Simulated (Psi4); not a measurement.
**wB97X/def2-TZVPPD (core potential) run of SnO (tin(ii) oxide)**

What is the vertical singlet–triplet gap of SnO (tin(ii) oxide) at wB97X/def2-TZVPPD (core potential)? 

The results are computed with Psi4 1.11.

1 further run of the same task is left out (set aside as unsound or not needed).

### 1 The molecule

The species is SnO (2 atoms), meant as a singlet with charge 0. As SMILES, `[O]=[Sn]`. The coordinates come from a PBE0-D4/def2-TZVP relaxation.

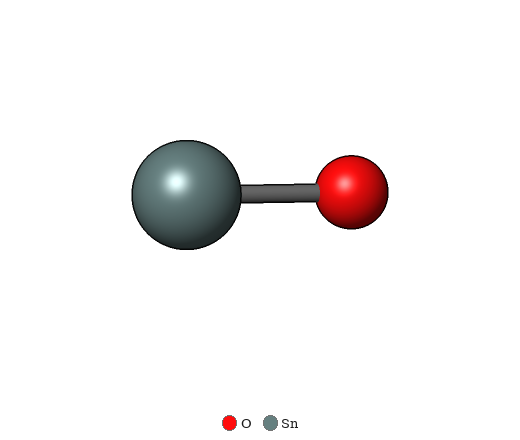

Viewed from a chosen angle; oxygen red, tin teal.

### 2 The energy at wB97X/def2-TZVPPD (core potential)

The input, run.py:

```python
import psi4

psi4.set_memory(2200000000)
psi4.set_num_threads(1)
psi4.set_output_file('run.log', False)

molecule = psi4.geometry("""
0 1
O      0.000000     0.000000    -0.007080
Sn     0.000000     0.000000     1.810660
symmetry c1
no_reorient
no_com
""")

psi4.set_options({
    'basis': 'def2-TZVPPD',
    'reference': 'rks',
    'puream': True,
    'e_convergence': 1e-09,
    'd_convergence': 1e-08,
    'scf_type': 'pk',
    'dft_radial_points': 99,
    'dft_spherical_points': 590,
})

energy_value, wavefunction = psi4.energy('wb97x', molecule=molecule, return_wfn=True)
psi4.oeprop(wavefunction, 'MAYER_INDICES', 'DIPOLE', 'QUADRUPOLE')
print(f'total energy {energy_value:.8f} hartree = {energy_value * 27.211386:.5f} eV')
for k, v in sorted(psi4.core.scalar_variables().items()):
    print(f'{k:45s} {v:18.10f}')
```

Launch:

```sh
$ python run.py
```

run.log:

```text
[...]
    !!!  WARNING: ECP capability is in beta. Please check occupations closely.  !!!
[...]
  Running in c1 symmetry.
[...]
  Nuclear repulsion =   51.236804536358335
[...]
  Multiplicity = 1
[...]
  Nalpha       = 15
  Nbeta        = 15
[...]
    Number of basis functions: 96
[...]
   @RKS iter   1:  -289.10043702459097   -1.31648e+00   1.10687e-02 DIIS/ADIIS
[...]
   @RKS iter  13:  -289.56900479071663   -1.14255e-11   2.59749e-09 DIIS
[...]
    Orbital Energies [Eh]
    ---------------------
    Doubly Occupied:
       1A    -19.152930     2A     -5.216392     3A     -3.569246
       4A     -3.569246     5A     -3.554527     6A     -1.168765
       7A     -1.156621     8A     -1.156621     9A     -1.145280
      10A     -1.145280    11A     -0.971309    12A     -0.533730
      13A     -0.379253    14A     -0.379253    15A     -0.366295
[...]
  @RKS Final Energy:  -289.56900479071663
   => Energetics <=
    Nuclear Repulsion Energy =             51.2368045363583349
    One-Electron Energy =                -582.6011654319886475
    Two-Electron Energy =                 260.4396586297386875
    DFT Exchange-Correlation Energy =     -18.6443025248250578
    Empirical Dispersion Energy =           0.0000000000000000
    VV10 Nonlocal Energy =                  0.0000000000000000
    Total Energy =                       -289.5690047907166331
[...]
 Multipole Moments:
 ------------------------------------------------------------------------------------
     Multipole            Electronic (a.u.)      Nuclear  (a.u.)        Total (a.u.)
 ------------------------------------------------------------------------------------
 L = 1.  Multiply by 2.5417464519 to convert [e a0] to [Debye]
 Dipole X            :         -0.0000001            0.0000000           -0.0000001
 Dipole Y            :          0.0000001            0.0000000            0.0000001
 Dipole Z            :        -73.3587910           75.1692991            1.8105081
 Magnitude           :                                                    1.8105081
 L = 2.  Multiply by 1.3450342976 to convert [e a0^2] to [Debye ang]
 Quadrupole XX       :        -20.0793842            0.0000000          -20.0793842
 Quadrupole XY       :          0.0000005            0.0000000            0.0000005
[...]
```

On the terminal:

```text
total energy -289.56900479 hartree = -7879.57396 eV
CURRENT ENERGY                                   -289.5690047907
CURRENT REFERENCE ENERGY                         -289.5690047907
DD SOLVATION ENERGY                                 0.0000000000
DFT FUNCTIONAL TOTAL ENERGY                      -289.5690047907
DFT TOTAL ENERGY                                 -289.5690047907
DFT VV10 ENERGY                                     0.0000000000
DFT XC ENERGY                                     -18.6443025248
GRID ELECTRONS ALPHA                               14.9999999123
GRID ELECTRONS BETA                                14.9999999123
GRID ELECTRONS TOTAL                               29.9999998246
NUCLEAR REPULSION ENERGY                           51.2368045364
ONE-ELECTRON ENERGY                              -582.6011654320
PCM POLARIZATION ENERGY                             0.0000000000
PE ENERGY                                           0.0000000000
SCF ITERATION ENERGY                             -289.5690047907
SCF ITERATIONS                                     13.0000000000
SCF TOTAL ENERGY                                 -289.5690047907
TWO-ELECTRON ENERGY                               260.4396586297
XC GRID RADIAL POINTS                              99.0000000000
XC GRID SPHERICAL POINTS                          590.0000000000
XC GRID TOTAL POINTS                           112533.0000000000
```

It took 21 s on 1 thread of Intel Xeon at 2.50GHz (Skylake/Cascade Lake), shared host; peak memory 0.73 GiB.

### 3 The triplet

The input, input.in:

```
memory 2.2 GB

molecule system {
  0 3
  O
  Sn 1 R2

  R2 = 1.81774
  symmetry c1
}

set {
  basis                def2-TZVPPD
  reference            uks
  puream               true
  e_convergence        1e-09
  d_convergence        1e-08
  scf_type             pk
  dft_radial_points    99
  dft_spherical_points 590
  maxiter              100
}

e, wfn = energy("wb97x", return_wfn=True)
oeprop(wfn, "MULLIKEN_CHARGES", "WIBERG_LOWDIN_INDICES", "QUADRUPOLE")
```

Launch:

```sh
$ psi4 -i input.in -o input.out -n 1
```

input.out, shortened:

```text
[...]
    !!!  WARNING: ECP capability is in beta. Please check occupations closely.  !!!
[...]
  Running in c1 symmetry.
[...]
  Nuclear repulsion =   51.236804536358335
[...]
  Multiplicity = 3
[...]
  Nalpha       = 16
  Nbeta        = 14
[...]
    Number of basis functions: 96
[...]
   @UKS iter   1:  -289.01625251413435   -1.22437e+00   1.02531e-02 ADIIS/DIIS
[...]
   @UKS iter  18:  -289.45269844720218   -5.96856e-12   9.81191e-09 DIIS
[...]
   @S^2 Observed:                2.013683404E+00
[...]
  @UKS Final Energy:  -289.45269844720218
   => Energetics <=
    Nuclear Repulsion Energy =             51.2368045363583349
    One-Electron Energy =                -581.8281767997991665
    Two-Electron Energy =                 259.7738334385927033
    DFT Exchange-Correlation Energy =     -18.6351596223540561
    Empirical Dispersion Energy =           0.0000000000000000
    VV10 Nonlocal Energy =                  0.0000000000000000
    Total Energy =                       -289.4526984472021809
[...]
 Multipole Moments:
 ------------------------------------------------------------------------------------
     Multipole            Electronic (a.u.)      Nuclear  (a.u.)        Total (a.u.)
 ------------------------------------------------------------------------------------
 L = 1.  Multiply by 2.5417464519 to convert [e a0] to [Debye]
 Dipole X            :          0.0000065            0.0000000            0.0000065
 Dipole Y            :         -0.0002681            0.0000000           -0.0002681
 Dipole Z            :         16.3967008          -15.3512859            1.0454149
 Magnitude           :                                                    1.0454149
 L = 2.  Multiply by 1.3450342976 to convert [e a0^2] to [Debye ang]
 Quadrupole XX       :        -24.3310592            0.0000000          -24.3310592
 Quadrupole XY       :         -0.2379792            0.0000000           -0.2379792
[...]
  Mulliken Charges: (a.u.)
   Center  Symbol    Alpha    Beta     Spin     Total
       1     O     4.60261  3.81445  0.78817 -0.41706
       2    SN    11.39739 10.18555  1.21183  0.41706
   Total alpha = 16.00000, Total beta = 14.00000, Total charge =  0.00000
  Wiberg Bond Indices using Orthogonal Lowdin Orbitals:
  Total Bond Index:
  Irrep: 1 Size: 2 x 2
                 1                   2
[...]
```

Run time: 36 s. Hardware: 1 thread of Intel Xeon at 2.50GHz (Skylake/Cascade Lake), shared host; peak memory 0.74 GiB.

### 4 What came out

At wB97X/def2-TZVPPD (core potential):

| quantity | value |
| --- | --- |
| singlet: total energy | -289.56900 Eh |
| singlet: dipole moment | 4.60 D |
| singlet: HOMO energy | -9.97 eV |
| singlet: LUMO energy | -0.51 eV |
| singlet: HOMO–LUMO gap | 9.46 eV |
| triplet: total energy | -289.45270 Eh |
| triplet: dipole moment | 2.66 D |
| triplet: HOMO energy (highest over α and β) | -6.51 eV |
| triplet: LUMO energy (lowest over α and β) | -3.34 eV |
| triplet: ⟨S²⟩ | 2.014 |
| vertical energy of the triplet above the singlet | 3.165 eV |

**Reading.** At this shape the triplet lies 3.16 eV (73 kcal/mol) above the singlet.
